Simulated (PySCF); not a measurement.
Consider C4H10ClFSi.

Input

```
{"job": {"kind": "nmr", "xc": "PBE0", "basis": "pcSseg-1"}, "charge": 0, "multiplicity": 1}
C     -2.423542    -0.850666    -0.236390
C     -1.156509    -0.007715    -0.311111
C     -0.204348    -0.326156     0.846642
Si     1.373206     0.725055     0.855680
F      0.953662     2.289369     0.927332
C      2.342442     0.590363    -0.784483
Cl     2.844939    -1.100570    -1.069379
H     -2.953331    -0.663760     0.695233
H     -3.089356    -0.614624    -1.063132
H     -2.180019    -1.909948    -0.284653
H     -0.655224    -0.202005    -1.261083
H     -1.422140     1.050902    -0.282398
H      0.053272    -1.385757     0.807231
H     -0.736998    -0.173823     1.788029
H      2.240249     0.516178     2.004483
H      3.252601     1.186352    -0.773236
H      1.754098     0.888835    -1.650142
```

Run with:

```sh
OMP_NUM_THREADS=1 python probes_run.py task.json out
```

Geometry: GFN2-xTB.

Level of theory: PBE0/pcSseg-1, SCF density, gas phase, non-relativistic in PySCF 2.14.0.

> Predict the electron density and electron localisation function between the atoms.

C–C (1.52 Å): ρ is about 1.6 e/Å³ halfway; the ELF peaks at about 0.95 between the atoms, as expected for a shared electron pair.
C–Si (1.90 Å): ρ is about 0.95 e/Å³ halfway; the ELF peaks at about 0.95 between the atoms: a covalent bond.
C–H (1.09 Å): the density is about 2 e/Å³ at the midpoint; the ELF climbs to about 1 towards the hydrogen, as it does in any bond to H: a covalent bond by its length.
Si–H (1.45 Å): the density is about 0.84 e/Å³ at the midpoint; the ELF climbs to about 1 towards the hydrogen.

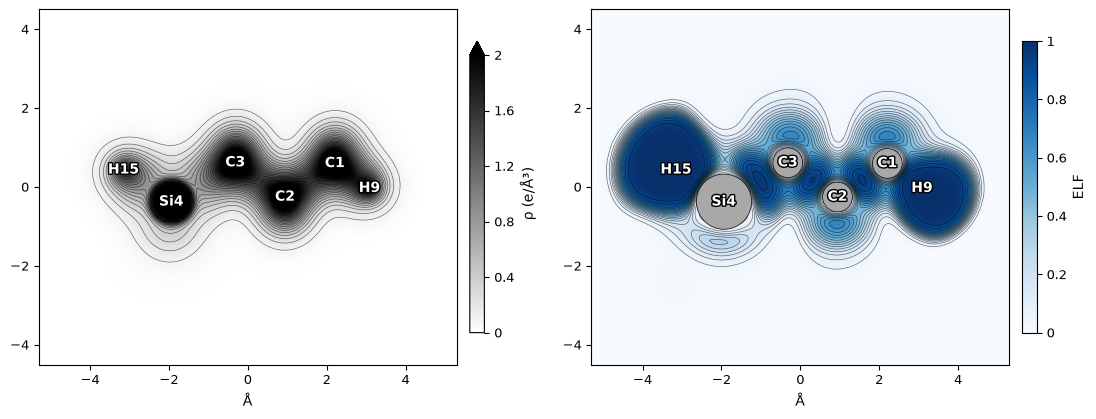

Computed electron density and electron localisation function on the plane of atoms C2, C1 and H9, in this order. Grey discs cover the atomic cores in the ELF map. 
